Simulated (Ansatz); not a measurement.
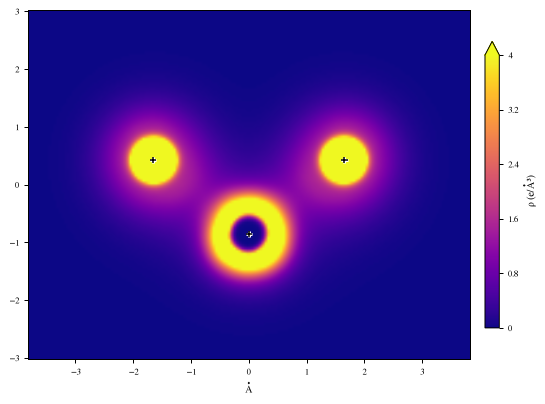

The electron density on a plane through atoms (crosses mark nuclei in the plane).

All numbers below come from UKS PBE0-D4/def2-TZVP in Ansatz.

Candidates:
A. N₂Zr₂ (triplet)
B. Mo₂N₂ (triplet)
C. S₂W (charge +1, doublet)

> Which system is this?

Candidate C: S₂W on the molecular plane, which holds W and S. W–S (2.09 Å): the density is about 1.1 e/Å³ at the midpoint.
